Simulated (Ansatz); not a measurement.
# WSi2 (Si2W-type): response to moved atoms and strain

How does WSi2 (Si2W-type) push back when it is distorted? Each run changes the relaxed cell in one way.

Program: Ansatz 0.2.0. Level of theory: DFT r²SCAN, scalar-relativistic, plane waves, PAW. These are calculated values, not measurements.

2 further runs of the same task are left out: 1 that didn't finish, 1 set aside as unsound or not needed. Runs told in other sessions of the task aren't counted.

## Step 1: The structure to begin with

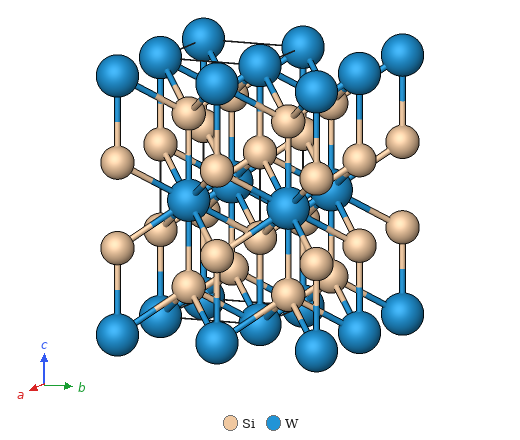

Start, viewed slightly off an axis; silicon light orange, tungsten blue. 2×2×1 cells are drawn. Atoms on the faces are drawn again on the opposite ones. The cell drawn here is the conventional one.

Coordinates:

```
CELL_PARAMETERS angstrom
-1.60577 1.60577 3.90205
1.60577 -1.60577 3.90205
1.60577 1.60577 -3.90205
ATOMIC_POSITIONS crystal
Si 0.33484 0.33484 0.00000
Si 0.66516 0.66516 0.00000
W 0.00000 0.00000 0.00000
```

This cell comes from an earlier session at r²SCAN: 13.415 Å³/atom at 0.00 GPa, on a 14×14×14 mesh.

The changes: atom 3 (W) moved 0.08 Å along y; strain e4 = -0.02, atoms carried along; all atoms moved at random (σ = 0.15 Å), cell strained at random (1 %).

## Step 2: Atom 3 (W) moved 0.08 Å along y

Contents of input.yaml:

```yaml
crystal:
  lattice:
    - [-1.6057705977, 1.6057705977, 3.9020519423]
    - [1.6057705977, -1.6057705977, 3.9020519423]
    - [1.6057705977, 1.6057705977, -3.9020519423]
  atoms:
    - { symbol: Si, position: [0.3348428241, 0.3348428241, 0.0] }
    - { symbol: Si, position: [0.6651571759, 0.6651571759, 0.0] }
    - { symbol: W, position: [0.0249101584, 0.0, 0.0249101584] }
basis:
  ecutwfc: 500
  ecutrho_ratio: 4
kpoints:
  mp_grid: { grid: [14, 14, 14] }
hamiltonian:
  xc: r2scan
scf:
  occupations: { method: gaussian, width: 0.05 }
output:
  forces: true
  stress: true
  eigenvalues: true
  write_density: true
  write_potential: true
  elf: true
  volumetric_format: npy
```

Run with:

```
$ ansatz run input.yaml --threads 4 --pin off --max-ram 7168MiB --backend cpu --events-out ev --progress --plain --runs-dir out
```

Log:

```text
Warning: RAYON_NUM_THREADS=4 ignored (pool sized by the plan → 4); use --threads N
Engine: ansatz 0.2.0, aarch64-unknown-linux-gnu
Pseudopotentials: kind: paw
Pseudopotential: Si, paw, valence charge 4, recommended cutoff 500 eV (meta_gga), Si.paw.azcp
Pseudopotential: W, paw, valence charge 14, recommended cutoff 500 eV (meta_gga), W.paw.azcp
Functional definition: r2SCAN
  parameter k0 = 0.174
  parameter k1 = 0.065
  parameter a1 = 4.9479
  exchange = r2scan_x(k0 = k0, k1 = k1, a1 = a1)
  correlation = r2scan_c
Crystal: 3 atoms, lattice volume = 40.246 Å³
Basis set: ecut = 500 eV, 1023 PW (Γ), exchange–correlation on 144×144×144 points (64 copies of the dense FFT grid, shifted against one another)
Bands: 15, of which v1, the nominal top of the filled ones, is band 11 counted from 1 (10 counted from 0)
Symmetry: 4 space group operations
Space group: Imm2 (ITA 44), of the structure as read, at distance tolerance 3.4e-5 Å
k-points: 428 of 2744 (time reversal used)
Non-local potential: Si, projectors of the file, l = 0: 2, l = 1: 2, l = 2: 2
Non-local potential: W, projectors of the file, l = 0: 3, l = 1: 2, l = 2: 2, l = 3: 1
PAW form: soft (Blöchl's): semilocal exchange-correlation on the pseudo side does not see the compensation charge
PAW frozen core: Si, regenerated for the run's functional (the file was generated under x = pbe(κ = 0.804, μ = 0.2195149727645171), c = pbe(β = 0.06672455060314922))
PAW frozen core: W, regenerated for the run's functional (the file was generated under x = pbe(κ = 0.804, μ = 0.2195149727645171), c = pbe(β = 0.06672455060314922))
PAW one-centre angular grid: Si, 302 points (default); XC on 160 Gauss nodes
PAW one-centre angular grid: W, 590 points (default); XC on 160 Gauss nodes
Initial density: superposition of atomic densities (neutral atoms: chi_scale 0, normalization atom), corrected by the library's trained network
Initial wavefunctions: pseudopotential atomic-orbital guess
Functional: x = r2scan, c = r2scan; τ floored in thin density (d = 2e-4 eV/Å³)
SCF iter   1: F=—  HF=-11676.280010 eV  |F-HF|=—  |Δ(HF+E_count)|=         —  Δρ=9.67e-3  dr2=5.64e-2  dr2_τ=8.69e-2  ethr=1.77e-3  ⟨swp⟩=5.9  Hψ=38347  notcnv=0
preconditioner: auto → none  [insulator: Δε(μ)=0.077 eV  Ē_g=8.647 eV  σ=0.050 eV  W_gap=0.58  n_scr=10 (ndim 8)  ℏωp=21.9 eV  f_vac=0.000  D(μ)=0.12/eV (n_scr^D=0)  ε∞_Penn≈7.4]
SCF iter   2: F=—  HF=-11676.341273 eV  |F-HF|=—  |Δ(HF+E_count)|=   6.13e-2  Δρ=7.26e-3  dr2=4.14e-2  dr2_τ=5.30e-3  ethr=2.56e-4  ⟨swp⟩=2.6  Hψ=14851  notcnv=0  defer=6
SCF iter   3: F=—  HF=-11676.332600 eV  |F-HF|=—  |Δ(HF+E_count)|=   8.67e-3  Δρ=3.01e-3  dr2=1.87e-3  dr2_τ=1.30e-4  ethr=1.88e-4  ⟨swp⟩=2.3  Hψ=10356  notcnv=0  defer=6
SCF iter   4: F=—  HF=-11676.333497 eV  |F-HF|=—  |Δ(HF+E_count)|=   8.96e-4  Δρ=4.27e-4  dr2=7.92e-5  dr2_τ=2.23e-5  ethr=8.50e-6  ⟨swp⟩=2.6  Hψ=11622  notcnv=0  defer=6
SCF iter   5: F=—  HF=-11676.333483 eV  |F-HF|=—  |Δ(HF+E_count)|=   1.34e-5  Δρ=1.16e-4  dr2=4.17e-6  dr2_τ=6.43e-7  ethr=3.60e-7  ⟨swp⟩=2.2  Hψ=9453  notcnv=0  defer=6
SCF iter   6: F=—  HF=-11676.333483 eV  |F-HF|=—  |Δ(HF+E_count)|=   3.70e-8  Δρ=4.27e-5  dr2=5.79e-7  dr2_τ=4.81e-8  ethr=1.89e-8  ⟨swp⟩=2.6  Hψ=10757  notcnv=0  defer=6
SCF iter   7: F=-11676.333483 eV  HF=-11676.333483 eV  |F-HF|=1.79e-8  |Δ(HF+E_count)|=   4.07e-7  Δρ=8.24e-6  dr2=1.74e-8  dr2_τ=1.02e-9  ethr=4.55e-10  ⟨swp⟩=10.3  Hψ=47943  notcnv=0
SCF 1 converged in 7 iterations: F = -11676.333483 eV  dr2 = 1.74e-8
SCF converged after 7 iterations
Free energy (F): -11676.333483 eV
Harris-Foulkes:  -11676.333483 eV  (|F-HF|=1.79e-8)
Internal energy: -11676.333358 eV  (E = F + TS)
E sigma→0 (E₀):  -11676.333421 eV
Entropy (-TS):   -0.000126 eV (-0.042 meV/atom)
Fermi energy:    16.821849 eV
--- Per-component energies (eV) ---
  E_band       = -94.659029
  E_kinetic    = 542.874263
  E_local      = -944.384878  (includes V_loc(G=0)·N_el)
  E_nonlocal   = 49.335215
  E_hartree    = 372.852032
  E_xc         = -356.832891
  E_vxc        = -367.200437  (∫ρ·V_xc dr)
  E_paw        = -9632.587762  (= ΣΔE_a)
  E_vpaw       = -139.038503  (= ΣTr[D̂ρ^β])
  E_aug_tail   = -0.000043  (compensation charges beyond the density's cutoff)
  E_vtau       = 18.048478  (kinetic-family band-sum trace: ∫τ·v_τ [+ j·A + Jᵃ·Aᵃ] dr)
  E_ewald      = -1706.848480
  E_core_change = -0.740815  (= ΣΔE_core)
  E_smearing   = -0.000126  (= −TS)
  E_closure    = -0.000000  (closes the sum)
  Σ components = -11676.333483   (vs F -11676.333483, Δ=0.00e0)
--- Forces (eV/Å), atoms counted from 1 ---
  atom   1  Si     0.00000000     0.44584759    -0.04122467
  atom   2  Si     0.00000000     0.44584759     0.04122467
  atom   3  W      0.00000000    -0.89174345     0.00000000
  max |Σ_I F_I| component: 4.83e-5 eV/Å
--- Stress (GPa, compression-positive) ---
        0.759202       0.000000       0.000000
        0.000000       0.426027       0.000000
        0.000000       0.000000       0.390797
  P = ⅓ Tr σ = 0.5253 GPa (5.253 kbar)
--- Band table (eV; the first three rows and the last of 428) ---
  k-point 0: bands = ["-58.8598", "-22.5413", "-22.5088", "-22.5060", "1.9143", "9.5448", "12.9622", "13.3680", "13.7286", "13.7753", "17.3553", "19.7865", "19.9075", "20.0362", "20.0534"]
  k-point 1: bands = ["-58.8589", "-22.5390", "-22.5200", "-22.5165", "2.0897", "9.7010", "12.4029", "13.3088", "13.3964", "14.3264", "16.5439", "19.5757", "20.0184", "20.3723", "20.4008"]
  k-point 2: bands = ["-58.8565", "-22.5513", "-22.5450", "-22.5326", "2.6028", "10.1172", "11.7304", "12.3684", "13.4937", "14.8642", "14.9928", "19.4538", "20.3012", "20.7407", "21.1679"]
  k-point 427: bands = ["-58.8596", "-22.5623", "-22.5103", "-22.5076", "4.3536", "5.1318", "12.7896", "14.1048", "15.8239", "15.9066", "16.2350", "16.2548", "17.5978", "21.7455", "22.3573"]
```

Wall time 26 s (4 threads of Arm Neoverse V2, shared host); peak memory 0.83 GiB.

Read off: volume 13.415 Å³/atom, pressure 0.53 GPa, a metal on this mesh.

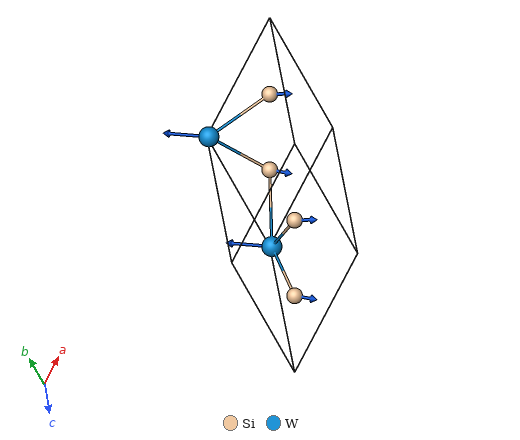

Forces on the atoms; the longest arrow is 0.89 eV/Å.

Axes a, b and c in the maps are those of this run's conventional cell (a, b, c = 3.212, 7.804, 3.212 Å).

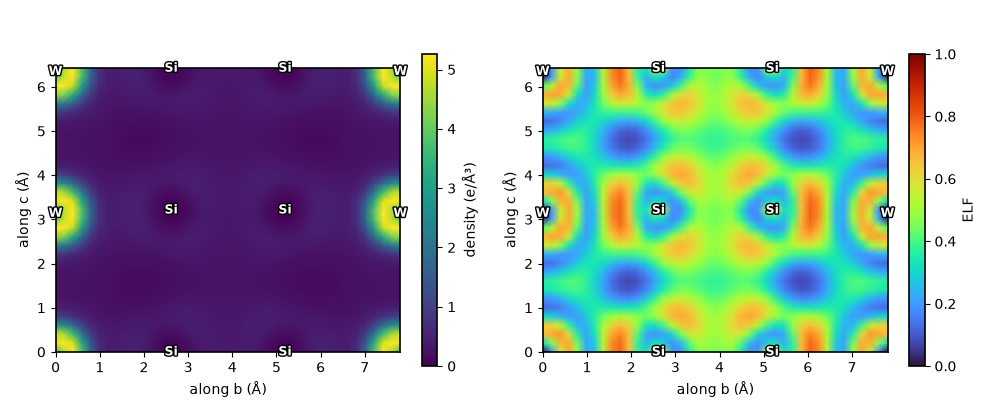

Density (left) and ELF (right) in a lattice plane of the grid's cell (edges 7.80 and 3.21 Å, at 0.000 of the third edge), which holds Si and W. Only atoms in the plane are labelled. Both are smooth fields of the valence electrons: close to the nuclei they are not physical.

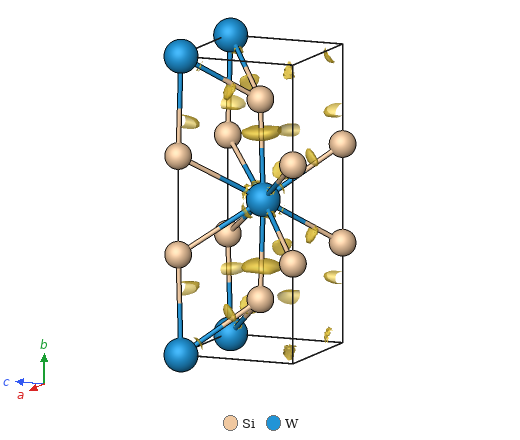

Surface of ELF = 0.73, drawn in one cell.

The highest ELF values outside the cores: 0.79 on the Si–W line, 0.9 Å from Si.

## Step 3: Strain e4 = -0.02, atoms carried along

Contents of input.yaml:

```yaml
crystal:
  lattice:
    - [-1.6057705977, 1.5667500783, 3.8859942363]
    - [1.6057705977, -1.6447911171, 3.9181096483]
    - [1.6057705977, 1.6447911171, -3.9181096483]
  atoms:
    - { symbol: Si, position: [0.3348428241, 0.3348428241, 0.0] }
    - { symbol: Si, position: [0.6651571759, 0.6651571759, 0.0] }
    - { symbol: W, position: [0.0, 0.0, 0.0] }
basis:
  ecutwfc: 500
  ecutrho_ratio: 4
kpoints:
  mp_grid: { grid: [14, 14, 14] }
hamiltonian:
  xc: r2scan
scf:
  occupations: { method: gaussian, width: 0.05 }
output:
  forces: true
  stress: true
  eigenvalues: true
```

Run with:

```
$ ansatz run input.yaml --threads 4 --pin off --max-ram 7168MiB --backend cpu --events-out ev --progress --plain --runs-dir out
```

Log:

```text
Warning: RAYON_NUM_THREADS=4 ignored (pool sized by the plan → 4); use --threads N
basis.fft_grid_basis auto: the FFT boxes are laid along the combinations [[1, 0, 1], [0, 1, 1], [-1, 0, 0]] of the cell's own vectors, 3.212, 3.212 and 4.487 Å long. The dense box has 24×24×36 points. Along the cell's own vectors, as sized, it would have 36×36×36, 2.25 times as many. Of the 4 symmetry operations that the crystal satisfies within crystal.symmetry.tolerance (time reversal apart; of a slab, those that keep its plane) the dense box along the cell's own vectors carries 4, and the one as laid loses 2 of those. basis.fft_grid_basis: typed keeps the cell's own vectors: state it where this run's energies or levels are differenced outside the engine with another run's, or held beside a run that keeps those vectors.
[... 10 set-up lines as earlier in the session ...]
Crystal: 3 atoms, lattice volume = 40.242 Å³
Basis set: ecut = 500 eV, 1031 PW (Γ), FFT grids on a1+a3, a2+a3, −a1, exchange–correlation on 96×96×144 points (64 copies of the dense FFT grid, shifted against one another)
Bands: 15, of which v1, the nominal top of the filled ones, is band 11 counted from 1 (10 counted from 0)
[... 1 set-up line as earlier in the session ...]
Space group: C2/m (ITA 12), of the structure as read, at distance tolerance 3.4e-5 Å
k-points: 744 of 2744
[... 10 set-up lines as earlier in the session ...]
SCF iter   1: F=—  HF=-11676.304396 eV  |F-HF|=—  |Δ(HF+E_count)|=         —  Δρ=9.59e-3  dr2=5.51e-2  dr2_τ=8.60e-2  ethr=1.77e-3  ⟨swp⟩=5.9  Hψ=66603  notcnv=0
preconditioner: auto → Kerker (q_TF=auto, 2.467 Å⁻¹)  [metal: Δε(μ)=0.024 eV  Ē_g=8.647 eV  σ=0.050 eV  W_gap=0.27  n_scr=10 (ndim 8)  ℏωp=21.9 eV  f_vac=0.000  D(μ)=0.11/eV (n_scr^D=0)]
SCF iter   2: F=—  HF=-11676.357449 eV  |F-HF|=—  |Δ(HF+E_count)|=   5.31e-2  Δρ=4.58e-3  dr2=7.08e-3  dr2_τ=8.41e-4  ethr=2.51e-4  ⟨swp⟩=2.0  Hψ=25150  notcnv=0  defer=6
SCF iter   3: F=—  HF=-11676.358001 eV  |F-HF|=—  |Δ(HF+E_count)|=   5.52e-4  Δρ=1.93e-3  dr2=1.17e-3  dr2_τ=6.29e-5  ethr=3.22e-5  ⟨swp⟩=2.3  Hψ=16428  notcnv=0  defer=6
SCF iter   4: F=—  HF=-11676.357929 eV  |F-HF|=—  |Δ(HF+E_count)|=   7.18e-5  Δρ=2.33e-4  dr2=2.59e-5  dr2_τ=1.32e-6  ethr=5.34e-6  ⟨swp⟩=2.3  Hψ=16702  notcnv=0  defer=6
SCF iter   5: F=—  HF=-11676.357928 eV  |F-HF|=—  |Δ(HF+E_count)|=   1.55e-6  Δρ=2.69e-5  dr2=1.74e-7  dr2_τ=7.33e-8  ethr=1.18e-7  ⟨swp⟩=2.0  Hψ=16346  notcnv=0  defer=6
SCF iter   6: F=-11676.357928 eV  HF=-11676.357928 eV  |F-HF|=9.48e-9  |Δ(HF+E_count)|=   1.44e-7  Δρ=6.71e-6  dr2=1.73e-8  dr2_τ=3.30e-10  ethr=4.55e-10  ⟨swp⟩=6.7  Hψ=52197  notcnv=0
SCF 1 converged in 6 iterations: F = -11676.357928 eV  dr2 = 1.73e-8
SCF converged after 6 iterations
Free energy (F): -11676.357928 eV
Harris-Foulkes:  -11676.357928 eV  (|F-HF|=9.48e-9)
Internal energy: -11676.357815 eV  (E = F + TS)
E sigma→0 (E₀):  -11676.357871 eV
Entropy (-TS):   -0.000113 eV (-0.038 meV/atom)
Fermi energy:    16.821435 eV
--- Per-component energies (eV) ---
  E_band       = -94.620420
  E_kinetic    = 542.763299
  E_local      = -943.414905  (includes V_loc(G=0)·N_el)
  E_nonlocal   = 49.268698
  E_hartree    = 372.444881
  E_xc         = -356.798332
  E_vxc        = -367.149762  (∫ρ·V_xc dr)
  E_paw        = -9632.571782  (= ΣΔE_a)
  E_vpaw       = -139.022605  (= ΣTr[D̂ρ^β])
  E_aug_tail   = -0.000043  (compensation charges beyond the density's cutoff)
  E_vtau       = 18.042832  (kinetic-family band-sum trace: ∫τ·v_τ [+ j·A + Jᵃ·Aᵃ] dr)
  E_ewald      = -1707.308817
  E_core_change = -0.740815  (= ΣΔE_core)
  E_smearing   = -0.000113  (= −TS)
  E_closure    = -0.000000  (closes the sum)
  Σ components = -11676.357928   (vs F -11676.357928, Δ=0.00e0)
--- Forces (eV/Å), atoms counted from 1 ---
  atom   1  Si     0.00000000    -0.03445875     0.00010452
  atom   2  Si     0.00000000     0.03445875    -0.00010452
  atom   3  W      0.00000000     0.00000000     0.00000000
  max |Σ_I F_I| component: 0.00e0 eV/Å
--- Stress (GPa, compression-positive) ---
        0.091720       0.000000       0.000000
        0.000000       0.116308       4.449179
        0.000000       4.449179       0.083717
  P = ⅓ Tr σ = 0.0972 GPa (0.972 kbar)
--- Band table (eV; the first three rows and the last of 744) ---
  k-point 0: bands = ["-58.8635", "-22.5425", "-22.5094", "-22.5087", "1.9155", "9.5467", "12.9819", "13.3618", "13.7427", "13.7754", "17.3914", "19.7192", "19.9208", "20.0006", "20.1602"]
  k-point 1: bands = ["-58.8626", "-22.5407", "-22.5206", "-22.5186", "2.0910", "9.7030", "12.4122", "13.2766", "13.4470", "14.3283", "16.5511", "19.5780", "20.1446", "20.1986", "20.4867"]
  k-point 2: bands = ["-58.8602", "-22.5535", "-22.5484", "-22.5314", "2.6043", "10.1197", "11.7397", "12.3657", "13.5166", "14.8693", "14.9786", "19.4695", "20.4816", "20.5569", "21.1852"]
  k-point 743: bands = ["-58.8633", "-22.5631", "-22.5109", "-22.5105", "4.3569", "5.1298", "12.8211", "14.1245", "15.8441", "15.8479", "16.2539", "16.2576", "17.5837", "21.7294", "22.3913"]
```

Run time: 15 s. Hardware: 4 threads of Arm Neoverse V2, shared host; peak memory 0.81 GiB.

Result: volume 13.414 Å³/atom, pressure 0.10 GPa, a metal on this mesh.

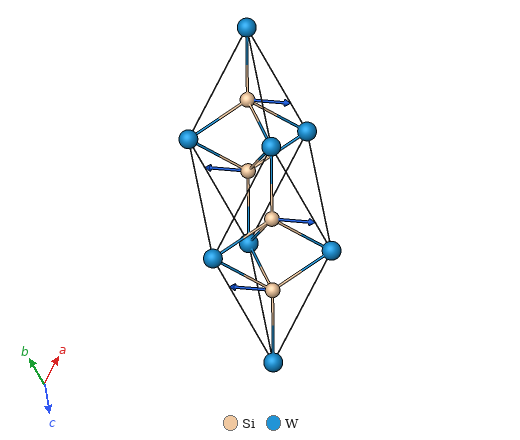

Forces on the atoms; the longest arrow is 0.03 eV/Å.

(Part 1 of 2 ends here.)
